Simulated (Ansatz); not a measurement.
Zr2MnN2

Input file:

```
crystal:
  lattice:
    - [-2.2299035883, 2.2299035883, 4.037880967]
    - [2.2299035883, -2.2299035883, 4.037880967]
    - [2.2299035883, 2.2299035883, -4.037880967]
  atoms:
    - { symbol: Zr, position: [0.75, 0.25, 0.5] }
    - { symbol: Zr, position: [0.25, 0.75, 0.5] }
    - { symbol: Mn, position: [0.0, 0.0, 0.0] }
    - { symbol: "N", position: [0.2318343228, 0.2318343228, 0.0] }
    - { symbol: "N", position: [0.7681656772, 0.7681656772, 0.0] }
basis:
  ecutwfc: 420
kpoints:
  mp_grid: { grid: [10, 10, 10] }
hamiltonian:
  xc: pbe
scf:
  occupations: { method: gaussian, width: 0.1 }
output:
  forces: true
  stress: true
  eigenvalues: true
  write_density: true
  write_potential: true
  elf: true
  volumetric_format: npy
relax:
  adjacent_minimum: "off"
  f_tol: 0.01
  max_steps: 40
  cell: { stress_tol: 0.05 }
```

Run with:

```sh
ansatz run input.yaml --threads 1 --pin off --max-ram 2560MiB --backend cpu --events-out ev --progress --plain --runs-dir out
```

Below, planes, directions and counts refer to the conventional cell (a = 4.52 Å, b = 4.52 Å, c = 7.15 Å, α = 90.00°, β = 90.00°, γ = 90.00°).

The fields are those of the run's last geometry, not of the input's.

Space group I4/mmm; a generated structure, not necessarily the stable one; computed without spin polarisation.

Level of theory: DFT PBE, scalar-relativistic, plane waves, PAW (Ansatz).

Q: What can the converged valence pseudo-density and electron localisation function tell about the bonding?

A: Mn–N (1.81 Å): ρ at the midpoint is about 1.1 e/Å³; the ELF peaks at about 0.80 in the valence shell of N, 0.6 Å from its nucleus, and is about 0.30 at the midpoint.
Zr–N (2.26 Å): the density is about 0.49 e/Å³ at the midpoint; the ELF peaks at about 0.80 in the valence shell of N, 0.6 Å from its nucleus, and drops to about 0.15 between the two atoms: no localised pair shows between them.
Zr–Mn (2.88 Å): ρ at the midpoint is about 0.24 e/Å³; the ELF is about 0.20 at the midpoint: no localised pair shows between them.

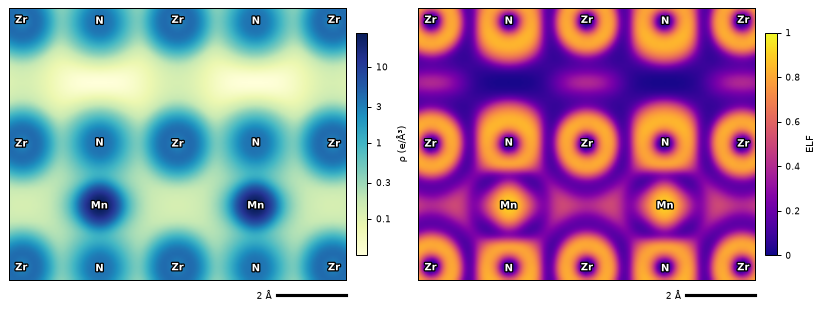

Computed valence pseudo-density and electron localisation function on the (100) plane of the conventional cell, in this order. 

The density is the valence pseudo-density of a PAW calculation; it isn't the true density close to the nuclei.
